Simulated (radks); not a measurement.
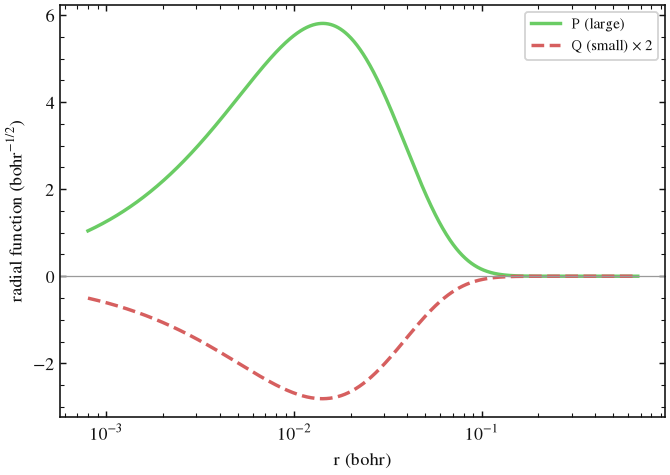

Eu⁵⁸⁺ (Z = 63, 5 electrons); electrons: [He] 2s2 2p1 (2p1/2: 1). All numbers are computed, not measured: Dirac Kohn-Sham, LB94 model potential, spin-unpolarised, spherical densities, finite nucleus (the in-house radial solver radks).

```
Z 63
configuration [He] 2s2 2p1 3s0 3p0
relativity Dirac
functional lda,pw
spin unpolarised
j_filling energy
nucleus finite rms 5.1115 fm
c 137.035999084
```

The plot shows the large and small radial components of the 1s1/2 spinor.

Read the plot.

The spinor has κ = −1: the large component has l = 0 and 0 radial nodes, the small one has l = 1. The small component carries 5.5 % of the norm; ⟨r⟩ = 0.0222 bohr and the eigenvalue is −54.66 keV.
